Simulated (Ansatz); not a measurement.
F$_{2}$H$_{3}$NSSi

The calculation's input:

```
crystal:
  periodic: [false, false, false]
  atoms:
    - {symbol: Si, position_ang: [-0.946532, 0.144997, 0.219298]}
    - {symbol: N, position_ang: [0.911333, -0.139678, -0.232689]}
    - {symbol: S, position_ang: [-1.981459, 0.294886, -1.423481]}
    - {symbol: H, position_ang: [0.961030, -0.151896, -1.248707]}
    - {symbol: F, position_ang: [-0.664046, 1.363951, 1.211955]}
    - {symbol: F, position_ang: [-1.037906, -1.093872, 1.223227]}
    - {symbol: H, position_ang: [1.254494, -1.026271, 0.128945]}
    - {symbol: H, position_ang: [1.503086, 0.607984, 0.121453]}
basis:
  gaussian: {orbitals: def2-TZVPP}
hamiltonian: {xc: pbe0, dispersion: d4}
output: {orbitals: {seedname: orbitals}}
```

Launched as:

```sh
ansatz run in.yaml --threads 4 --pin off --events-out ev --progress --plain --max-ram 9574MiB
```

The product side of a reaction path; geometry: PBE0-D4/def2-TZVP.

Level of theory: RKS PBE0-D4/def2-TZVPP (Ansatz 0.2.0).

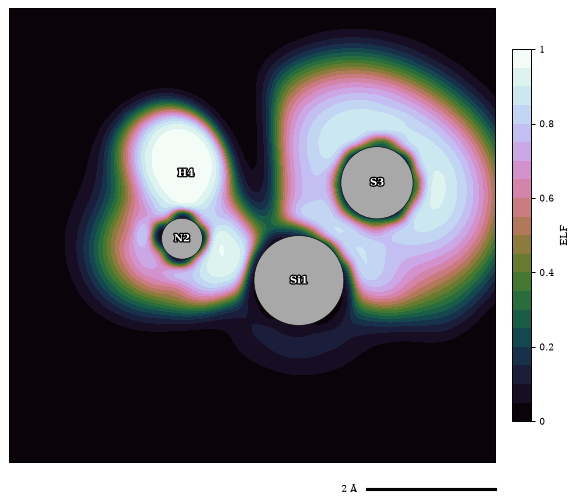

Figure 1. ELF on the plane of atoms Si1, N2 and H4. Grey discs cover the atomic cores.

Question: Describe what can be read from this map.

Answer: The section cuts through Si, N, S and H sites.
Si–N (1.93 Å): the ELF peaks at about 0.95 between the atoms (a polar covalent bond).
Si–S (1.95 Å): the ELF peaks at about 0.85 between the atoms (a covalent bond).
N–H (1.02 Å): the ELF climbs to about 1 towards the hydrogen, as it does in any bond to H; an ordinary covalent bond to hydrogen.
The ELF also peaks beside S3, away from the bonds: lone-pair regions.

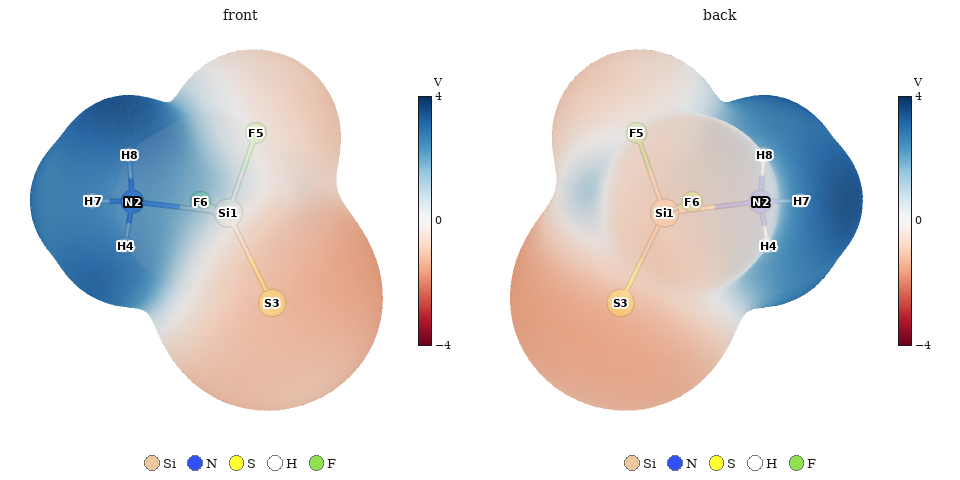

Figure 2. The molecular electrostatic potential painted on the density surface at 0.002 e/bohr³, seen from the front and from behind; the colour scale runs from red (negative) to blue (positive).

Question: Describe the electrostatic potential map.

Answer: The most negative region (about −1.6 V) lies over S3, the most positive (about +3.6 V) over H7 and H8.

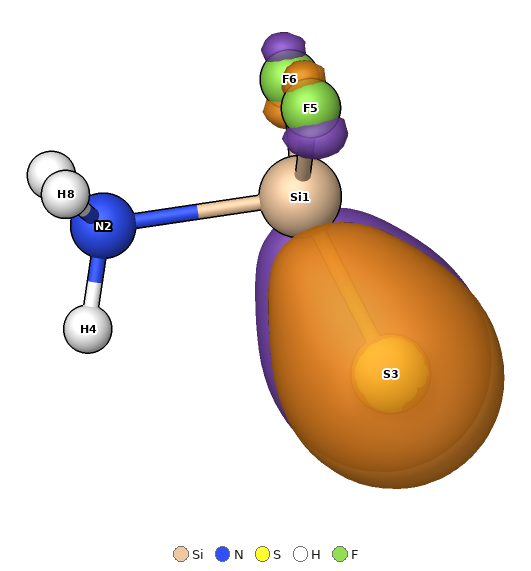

Figure 3. The HOMO at ±0.15 Å⁻³ᐟ² (orange and purple are the two phases), seen across its widest extent.

Question: Describe this orbital and give its energy.

Answer: It lies mainly on S3 (about 80 %) and Si1 (about 15 %); largely a lone pair of S3. Its energy is −6.62 eV.
